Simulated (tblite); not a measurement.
## Geometry relaxation, with input and output: C6H11Si (part 1 of 4)

- system: C6H11Si, multiplicity 2
- method: GFN2-xTB geometry optimisation, gas phase (tblite 0.8.0)

It belongs to a series of runs on one base structure; here: H removed from Si.

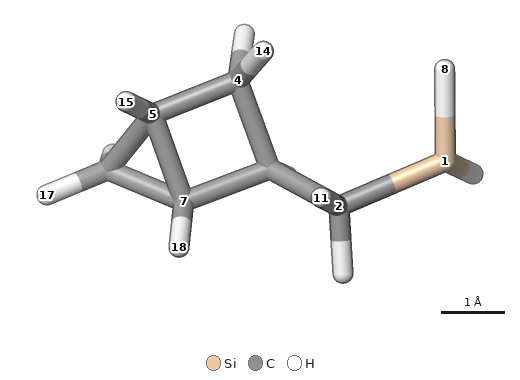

*The structure as given in the input (stick view, seen on its broad side; atoms are numbered from 1 in the order of the input).*

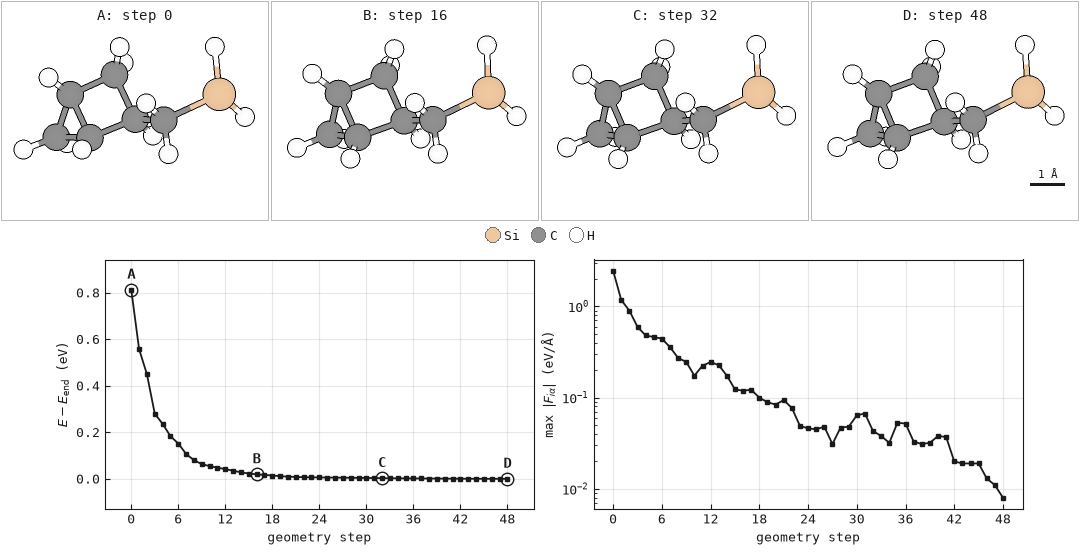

*Frames of the relaxation (ball-and-stick view, seen at a tilt) above the curves, on which the letters mark them (steps are counted from 0).*

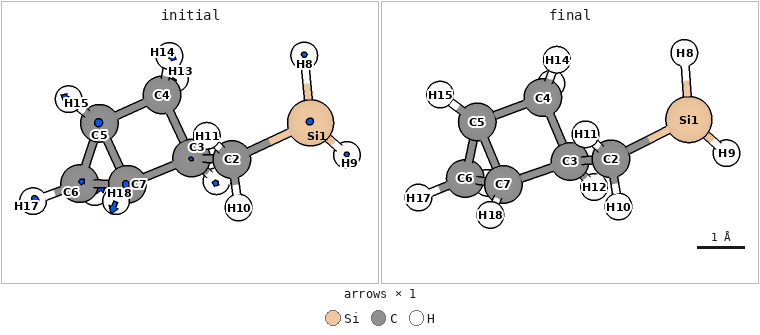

*Before (left) and after (right) the relaxation, at one scale (ball-and-stick view, seen at a tilt). The blue arrows give the displacements, at true length.*

The atom that moves furthest after the best rigid fit is H16 (0.34 Å). By element the largest moves are H 0.34 Å, C 0.21 Å, Si 0.18 Å. Among the contacts that change: C4–C5 1.473 → 1.523 Å, C3–C7 1.491 → 1.530 Å, Si1–C2 1.864 → 1.898 Å, Si1–H8 1.489 → 1.458 Å. Among the angles that change: C4–C5–C6 125.7° → 109.2°, C3–C7–C6 123.8° → 109.7°, C7–C5–H15 117.5° → 130.1°. Over 48 geometry steps the energy falls by 0.812 eV. The largest force component goes from 2.5 to 0.008 eV/Å. (Atoms are counted from 1 in the order of the input.)

The input and output of the run follow.

### The input
```
{"job": {"kind": "relax", "xc": "GFN2-xTB", "basis": "xTB"}, "charge": 0, "multiplicity": 2}
Si    -3.042300     0.379200     0.190500
C     -1.388200     0.803500    -0.556000
C     -0.273100    -0.237700    -0.290400
C      0.338000    -0.278800     1.124800
C      1.663700     0.016200     0.555600
C      2.301400    -0.701800    -0.599200
C      1.072900     0.120000    -0.822100
H     -2.930200     0.281600     1.672500
H     -3.525000    -0.921500    -0.340400
H     -1.523900     0.912200    -1.624000
H     -1.074500     1.778300    -0.169400
H     -0.578700    -1.231400    -0.662500
H      0.263800    -1.264500     1.627900
H     -0.019600     0.472900     1.831400
H      2.120400     0.909500     0.974500
H      2.217800    -1.779800    -0.624500
H      3.248100    -0.316400    -0.973000
H      1.120500     1.064600    -1.327400
```

The first line tells a small driver script what to run in tblite; the rest is the geometry in Å.

Run as:
```bash
OMP_NUM_THREADS=1 python <driver script> task.json out
```

### What the program printed
```
step      E/eV     max force
  0    -545.46041    3.186
  1    -545.71551    1.483
  2    -545.82347    1.033
  3    -545.99296    0.732
  4    -546.03653    0.621
  5    -546.08946    0.650
  6    -546.12109    0.549
  7    -546.16585    0.542
  8    -546.19277    0.354
  9    -546.20965    0.276
 10    -546.21821    0.188
 11    -546.22470    0.239
 12    -546.23119    0.283
 13    -546.23806    0.271
 14    -546.24480    0.196
 15    -546.25018    0.201
 16    -546.25354    0.155
 17    -546.25599    0.128
 18    -546.25867    0.117
 19    -546.26141    0.110
 20    -546.26355    0.092
 21    -546.26491    0.094
 22    -546.26579    0.078
 23    -546.26646    0.064
 24    -546.26695    0.053
 25    -546.26731    0.050
 26    -546.26763    0.055
 27    -546.26795    0.042
 28    -546.26828    0.055
 29    -546.26866    0.056
 30    -546.26911    0.070
 31    -546.26963    0.073
 32    -546.27009    0.050
 33    -546.27042    0.046
 34    -546.27068    0.036
 35    -546.27094    0.058
 36    -546.27119    0.058
 37    -546.27139    0.036
 38    -546.27156    0.036
 39    -546.27177    0.033
 40    -546.27202    0.054
 41    -546.27227    0.053
 42    -546.27243    0.029
 43    -546.27255    0.025
 44    -546.27265    0.023
 45    -546.27275    0.024
 46    -546.27281    0.015
 47    -546.27284    0.012
 48    -546.27286    0.009
```

### Trajectory as extended XYZ (Å, eV, eV/Å), 45 of the 49 frames kept, from step=0 to step=48
```
18
Properties=species:S:1:pos:R:3:forces:R:3 step=0 energy=-545.46041
Si   -3.0423    0.3792    0.1905   -0.4480  -0.9720   0.8220
C    -1.3882    0.8035   -0.5560    0.9770  -0.0690   0.1530
C    -0.2731   -0.2377   -0.2904   -1.3890  -1.0990   0.1500
C     0.3380   -0.2788    1.1248   -1.5140  -2.1070   0.7500
C     1.6637    0.0162    0.5556    2.0330   2.4500   0.1340
C     2.3014   -0.7018   -0.5992   -1.0710  -0.8070   0.5690
C     1.0729    0.1200   -0.8221    1.0000   1.9340  -1.0270
H    -2.9302    0.2816    1.6725   -0.1490   0.1190  -0.4130
H    -3.5250   -0.9215   -0.3404    0.0030   0.3890   0.0880
H    -1.5239    0.9122   -1.6240    0.2020   0.0400  -0.3790
H    -1.0745    1.7783   -0.1694    0.1960  -0.0630  -0.1010
H    -0.5787   -1.2314   -0.6625   -0.3420   0.1790   0.2190
H     0.2638   -1.2645    1.6279   -0.1570   0.2860  -0.0700
H    -0.0196    0.4729    1.8314    0.0540   0.0110  -0.3240
H     2.1204    0.9095    0.9745    0.7020  -0.3500   0.1030
H     2.2178   -1.7798   -0.6245    0.0300  -0.0650  -0.0890
H     3.2481   -0.3164   -0.9730   -0.4290  -0.0010   0.1960
H     1.1205    1.0646   -1.3274    0.3010   0.1270  -0.7800
18
Properties=species:S:1:pos:R:3:forces:R:3 step=1 energy=-545.71551
Si   -3.0487    0.3653    0.2023    0.0250  -0.5560   0.4000
C    -1.3743    0.8026   -0.5538    0.0920  -0.1980   0.0370
C    -0.2930   -0.2534   -0.2883    0.3190  -0.0560   0.0550
C     0.3163   -0.3089    1.1355    0.2130  -0.1140  -0.4200
C     1.6928    0.0512    0.5575   -0.6440   0.2230  -0.3390
C     2.2861   -0.7133   -0.5910   -0.3590   0.3150   0.3140
C     1.0872    0.1476   -0.8368   -0.0550   0.2530   0.5560
H    -2.9323    0.2833    1.6666   -0.1370   0.0770  -0.1400
H    -3.5250   -0.9160   -0.3391   -0.0700   0.1730   0.0250
H    -1.5210    0.9127   -1.6295    0.2390  -0.0090  -0.0930
H    -1.0717    1.7774   -0.1708    0.2770  -0.0220  -0.0320
H    -0.5836   -1.2288   -0.6594   -0.4220  -0.2580  -0.0340
H     0.2615   -1.2604    1.6269   -0.1430  -0.5550   0.3020
H    -0.0188    0.4731    1.8268   -0.0520  -0.1790  -0.3330
H     2.1304    0.9046    0.9760    1.1730   0.6800   0.6020
H     2.2183   -1.7807   -0.6257   -0.1250  -0.3430  -0.0050
H     3.2420   -0.3164   -0.9703   -0.6500  -0.2190   0.2560
H     1.1248    1.0664   -1.3386    0.3190   0.7870  -1.1520
18
Properties=species:S:1:pos:R:3:forces:R:3 step=2 energy=-545.82347
Si   -3.0500    0.3532    0.2115    0.2460  -0.2790   0.1220
C    -1.3692    0.7993   -0.5526   -0.1570  -0.1520   0.0240
C    -0.2934   -0.2584   -0.2869    0.4280   0.0650  -0.1330
C     0.3138   -0.3186    1.1320    0.4020   0.1660  -0.2580
C     1.6907    0.0638    0.5528   -0.5980   0.3850   0.1550
C     2.2766   -0.7116   -0.5841   -0.1350   0.0420   0.1440
C     1.0902    0.1588   -0.8322   -0.3600   0.5110   0.2180
H    -2.9350    0.2849    1.6630   -0.1180   0.0480   0.0880
H    -3.5260   -0.9119   -0.3384   -0.1260   0.0040  -0.0290
H    -1.5166    0.9128   -1.6323    0.2360  -0.0460   0.0470
H    -1.0667    1.7768   -0.1717    0.2520  -0.0850  -0.0270
H    -0.5913   -1.2320   -0.6591   -0.3390  -0.2230  -0.0690
H     0.2588   -1.2677    1.6312   -0.0850  -0.4930   0.2370
H    -0.0194    0.4704    1.8205   -0.0790  -0.2530  -0.3440
H     2.1509    0.9135    0.9855    0.8960   0.2790   0.4320
H     2.2165   -1.7861   -0.6261   -0.1770  -0.1040   0.0440
H     3.2305   -0.3197   -0.9656   -0.5440  -0.1860   0.2230
H     1.1308    1.0789   -1.3590    0.2590   0.3200  -0.8730
18
Properties=species:S:1:pos:R:3:forces:R:3 step=3 energy=-545.99296
Si   -3.0444    0.3215    0.2324    0.5220   0.2910  -0.4230
C    -1.3632    0.7890   -0.5493   -0.3440   0.0060   0.0370
C    -0.2861   -0.2690   -0.2898    0.2470   0.2480  -0.3930
C     0.3169   -0.3373    1.1228    0.4510   0.2910   0.1660
C     1.6783    0.1110    0.5552   -0.1140   0.1060   0.1420
C     2.2531   -0.7138   -0.5666   -0.4210   0.3930   0.1260
C     1.0856    0.2059   -0.8257   -0.1330   0.1030   0.0470
H    -2.9438    0.2895    1.6597   -0.0670  -0.0070   0.5950
H    -3.5323   -0.9045   -0.3382   -0.2430  -0.3640  -0.1530
H    -1.5006    0.9112   -1.6362    0.1640  -0.1230   0.2620
H    -1.0495    1.7722   -0.1745    0.1290  -0.2610  -0.0180
H    -0.6161   -1.2435   -0.6600    0.0130   0.0510  -0.1120
H     0.2511   -1.2940    1.6452    0.1390   0.0380  -0.1260
H    -0.0229    0.4571    1.7971   -0.2490  -0.2330  -0.1760
H     2.2151    0.9323    1.0145    0.2380  -0.3870   0.1220
H     2.2074   -1.7968   -0.6254   -0.3660   0.2380   0.1760
H     3.1924   -0.3311   -0.9500   -0.0500  -0.0360   0.0540
H     1.1502    1.1065   -1.4229    0.0840  -0.3530  -0.3290
18
Properties=species:S:1:pos:R:3:forces:R:3 step=4 energy=-546.03653
Si   -3.0359    0.3177    0.2316    0.3210   0.1860  -0.2350
C    -1.3659    0.7866   -0.5479   -0.1000   0.0110   0.0140
C    -0.2816   -0.2683   -0.2960    0.1130   0.1740  -0.1810
C     0.3234   -0.3389    1.1232    0.2470   0.1990   0.0210
C     1.6746    0.1237    0.5561    0.0520   0.1390   0.2610
C     2.2396   -0.7072   -0.5597   -0.1190   0.1110  -0.0260
C     1.0842    0.2178   -0.8227   -0.1560   0.1950  -0.1490
H    -2.9470    0.2906    1.6675   -0.0670  -0.0100   0.4150
H    -3.5375   -0.9079   -0.3404   -0.1920  -0.2730  -0.1060
H    -1.4943    0.9090   -1.6335    0.1070  -0.1090   0.1940
H    -1.0435    1.7672   -0.1754    0.0940  -0.2230   0.0060
H    -0.6218   -1.2452   -0.6618    0.1240   0.1450  -0.1200
H     0.2514   -1.2992    1.6465    0.2080   0.1430  -0.1930
H    -0.0276    0.4507    1.7890   -0.2970  -0.1280  -0.0510
H     2.2346    0.9316    1.0235    0.0840  -0.4730   0.0570
H     2.1997   -1.7963   -0.6226   -0.4170   0.4080   0.2140
H     3.1827   -0.3342   -0.9454   -0.0410  -0.0150   0.0530
H     1.1562    1.1087   -1.4437    0.0360  -0.4800  -0.1720
18
Properties=species:S:1:pos:R:3:forces:R:3 step=5 energy=-546.08946
Si   -3.0202    0.3144    0.2285   -0.1060  -0.1010   0.1470
C    -1.3685    0.7834   -0.5458    0.2620  -0.0220   0.0030
C    -0.2744   -0.2645   -0.3052   -0.0670   0.0180   0.1170
C     0.3352   -0.3381    1.1215   -0.1570   0.0840  -0.0870
C     1.6711    0.1423    0.5616    0.1970   0.0600   0.0260
C     2.2213   -0.6970   -0.5519    0.1110  -0.0110  -0.1050
C     1.0797    0.2371   -0.8215    0.0380   0.0930  -0.1270
H    -2.9528    0.2919    1.6842   -0.0610  -0.0140   0.0260
H    -3.5478   -0.9168   -0.3449   -0.0600  -0.0260   0.0130
H    -1.4841    0.9040   -1.6270    0.0190  -0.0670   0.0060
H    -1.0335    1.7562   -0.1763    0.0660  -0.0700   0.0640
H    -0.6260   -1.2437   -0.6668    0.2600   0.2360  -0.1320
H     0.2568   -1.3027    1.6437    0.2900   0.2270  -0.2530
H    -0.0408    0.4407    1.7783   -0.3160  -0.0090   0.0790
H     2.2624    0.9217    1.0373   -0.0260  -0.4020   0.0520
H     2.1799   -1.7861   -0.6140   -0.4610   0.3960   0.2300
H     3.1681   -0.3389   -0.9380    0.0310   0.0280   0.0190
H     1.1649    1.1024   -1.4754   -0.0200  -0.4210  -0.0770
18
Properties=species:S:1:pos:R:3:forces:R:3 step=7 energy=-546.16585
Si   -3.0062    0.3026    0.2340   -0.3140  -0.2850   0.3370
C    -1.3586    0.7768   -0.5418    0.1100  -0.0260   0.0500
C    -0.2642   -0.2561   -0.3116   -0.0060  -0.0720   0.1800
C     0.3430   -0.3270    1.1137   -0.3040   0.0410  -0.0740
C     1.6723    0.1663    0.5650   -0.0200   0.0070  -0.1140
C     2.2012   -0.6769   -0.5464    0.2310  -0.0960  -0.0540
C     1.0777    0.2622   -0.8216    0.1460  -0.0740  -0.0260
H    -2.9649    0.2923    1.7088   -0.0370  -0.0350  -0.3140
H    -3.5654   -0.9300   -0.3495    0.0980   0.2230   0.1470
H    -1.4689    0.8925   -1.6185   -0.0680   0.0030  -0.1640
H    -1.0143    1.7386   -0.1722    0.0420   0.1740   0.1230
H    -0.6133   -1.2273   -0.6841    0.2780   0.0690  -0.1480
H     0.2851   -1.2939    1.6226    0.2580   0.0650  -0.1560
H    -0.0812    0.4257    1.7688   -0.1950   0.0830   0.1320
H     2.3018    0.8847    1.0627    0.0130  -0.0180   0.1320
H     2.1191   -1.7506   -0.5862   -0.3570  -0.0780   0.1360
H     3.1528   -0.3432   -0.9277    0.1820   0.0380  -0.0690
H     1.1753    1.0696   -1.5278   -0.0580  -0.0190  -0.1180
18
Properties=species:S:1:pos:R:3:forces:R:3 step=8 energy=-546.19277
Si   -3.0059    0.2928    0.2421   -0.1770  -0.1890   0.2100
C    -1.3534    0.7736   -0.5389   -0.0780   0.0320   0.0430
C    -0.2593   -0.2531   -0.3114    0.0280  -0.0250   0.0360
C     0.3407   -0.3196    1.1097   -0.1620   0.0440   0.0010
C     1.6722    0.1760    0.5647   -0.0860   0.0450  -0.0710
C     2.1976   -0.6698   -0.5456    0.1600  -0.1180   0.0260
C     1.0795    0.2706   -0.8225    0.1280  -0.0710  -0.0230
H    -2.9709    0.2915    1.7138   -0.0290  -0.0490  -0.2720
H    -3.5712   -0.9317   -0.3485    0.1030   0.2030   0.1500
H    -1.4639    0.8874   -1.6178   -0.0890   0.0230  -0.0970
H    -1.0053    1.7345   -0.1675   -0.0110   0.1620   0.1000
H    -0.6009   -1.2184   -0.6952    0.2340  -0.0560  -0.1390
H     0.3036   -1.2881    1.6095    0.1930  -0.0360  -0.0760
H    -0.1033    0.4208    1.7677   -0.1080   0.0690   0.1040
H     2.3176    0.8669    1.0760    0.0030   0.1090   0.1250
H     2.0845   -1.7364   -0.5708   -0.2430  -0.2460   0.0750
H     3.1514   -0.3440   -0.9252    0.1980  -0.0150  -0.0780
H     1.1781    1.0532   -1.5519   -0.0630   0.1160  -0.1120
18
Properties=species:S:1:pos:R:3:forces:R:3 step=9 energy=-546.20965
Si   -3.0084    0.2840    0.2504    0.0030  -0.0260   0.0210
C    -1.3521    0.7727   -0.5363   -0.1530   0.0680   0.0160
C    -0.2557   -0.2511   -0.3113    0.0250   0.0360  -0.1020
C     0.3366   -0.3133    1.1076    0.0100   0.0350   0.0420
C     1.6710    0.1831    0.5639   -0.0700   0.0700  -0.0260
C     2.1987   -0.6678   -0.5447    0.0470  -0.1110   0.0920
C     1.0830    0.2746   -0.8243    0.0870  -0.0320  -0.0290
H    -2.9752    0.2899    1.7126   -0.0250  -0.0560  -0.1130
H    -3.5731   -0.9295   -0.3450    0.0590   0.0980   0.1080
H    -1.4626    0.8845   -1.6185   -0.1020   0.0390   0.0080
H    -1.0001    1.7347   -0.1626   -0.0740   0.0840   0.0540
H    -0.5875   -1.2135   -0.7053    0.1800  -0.1160  -0.1140
H     0.3197   -1.2845    1.5991    0.1240  -0.0800  -0.0180
H    -0.1199    0.4189    1.7693   -0.0370   0.0270   0.0590
H     2.3266    0.8563    1.0865   -0.0280   0.1580   0.0860
H     2.0570   -1.7313   -0.5592   -0.1210  -0.2460   0.0300
H     3.1550   -0.3448   -0.9252    0.1280  -0.1010  -0.0400
H     1.1783    1.0436   -1.5685   -0.0520   0.1550  -0.0740
18
Properties=species:S:1:pos:R:3:forces:R:3 step=10 energy=-546.21821
Si   -3.0103    0.2798    0.2546    0.0980   0.0900  -0.0930
C    -1.3541    0.7738   -0.5350   -0.1070   0.0550  -0.0080
C    -0.2542   -0.2497   -0.3128    0.0230   0.0540  -0.1330
C     0.3342   -0.3098    1.1076    0.0890   0.0220   0.0190
C     1.6698    0.1869    0.5630   -0.0200   0.0670  -0.0020
C     2.2012   -0.6699   -0.5431   -0.0280  -0.0720   0.1030
C     1.0865    0.2751   -0.8262    0.0460   0.0100  -0.0310
H    -2.9774    0.2879    1.7091   -0.0220  -0.0540   0.0280
H    -3.5724   -0.9262   -0.3411    0.0090  -0.0050   0.0560
H    -1.4647    0.8842   -1.6189   -0.1080   0.0530   0.0620
H    -0.9998    1.7368   -0.1592   -0.1090   0.0180   0.0190
H    -0.5774   -1.2134   -0.7119    0.1390  -0.0960  -0.0830
H     0.3294   -1.2839    1.5939    0.0800  -0.0650   0.0000
H    -0.1278    0.4191    1.7719    0.0040  -0.0190   0.0190
H     2.3283    0.8545    1.0920   -0.0530   0.1510   0.0420
H     2.0429   -1.7338   -0.5535   -0.0400  -0.1570   0.0160
H     3.1600   -0.3470   -0.9264    0.0290  -0.1740   0.0130
H     1.1769    1.0419   -1.5756   -0.0290   0.1220  -0.0300
18
Properties=species:S:1:pos:R:3:forces:R:3 step=11 energy=-546.22470
Si   -3.0104    0.2789    0.2559    0.1100   0.1440  -0.1210
C    -1.3571    0.7757   -0.5344   -0.0090   0.0160  -0.0260
C    -0.2533   -0.2481   -0.3158    0.0310   0.0400  -0.0980
C     0.3336   -0.3076    1.1079    0.0990   0.0060  -0.0240
C     1.6691    0.1902    0.5622    0.0310   0.0530   0.0110
C     2.2033   -0.6737   -0.5403   -0.0760  -0.0290   0.0780
C     1.0899    0.2751   -0.8283    0.0100   0.0480  -0.0270
H    -2.9790    0.2855    1.7064   -0.0190  -0.0480   0.1080
H    -3.5711   -0.9237   -0.3372   -0.0260  -0.0750   0.0160
H    -1.4688    0.8854   -1.6184   -0.1070   0.0670   0.0680
H    -1.0024    1.7392   -0.1566   -0.1180  -0.0210  -0.0030
H    -0.5679   -1.2154   -0.7176    0.1040  -0.0340  -0.0520
H     0.3370   -1.2848    1.5908    0.0500  -0.0190  -0.0070
H    -0.1319    0.4194    1.7744    0.0320  -0.0630  -0.0190
H     2.3271    0.8573    1.0958   -0.0720   0.1190  -0.0030
H     2.0342   -1.7393   -0.5501    0.0100  -0.0400   0.0200
H     3.1642   -0.3519   -0.9271   -0.0540  -0.2240   0.0620
H     1.1750    1.0440   -1.5793    0.0020   0.0600   0.0150
18
Properties=species:S:1:pos:R:3:forces:R:3 step=12 energy=-546.23119
Si   -3.0089    0.2805    0.2552    0.0550   0.1270  -0.0760
C    -1.3598    0.7777   -0.5344    0.0940  -0.0320  -0.0340
C    -0.2519   -0.2461   -0.3202    0.0430   0.0110  -0.0310
C     0.3346   -0.3057    1.1074    0.0690  -0.0140  -0.0630
C     1.6689    0.1946    0.5615    0.0640   0.0320   0.0150
C     2.2038   -0.6780   -0.5360   -0.1000   0.0110   0.0270
C     1.0936    0.2761   -0.8308   -0.0140   0.0710  -0.0100
H    -2.9809    0.2822    1.7054   -0.0140  -0.0390   0.1200
H    -3.5703   -0.9224   -0.3329   -0.0380  -0.0980  -0.0060
H    -1.4751    0.8882   -1.6169   -0.0960   0.0780   0.0370
H    -1.0074    1.7413   -0.1542   -0.1010  -0.0360  -0.0150
H    -0.5568   -1.2181   -0.7240    0.0680   0.0440  -0.0220
H     0.3450   -1.2861    1.5878    0.0280   0.0380  -0.0280
H    -0.1349    0.4184    1.7765    0.0540  -0.0980  -0.0520
H     2.3245    0.8631    1.0994   -0.0820   0.0790  -0.0490
H     2.0264   -1.7457   -0.5465    0.0360   0.0770   0.0370
H     3.1670   -0.3615   -0.9265   -0.1040  -0.2450   0.0960
H     1.1733    1.0478   -1.5825    0.0380  -0.0070   0.0560
```
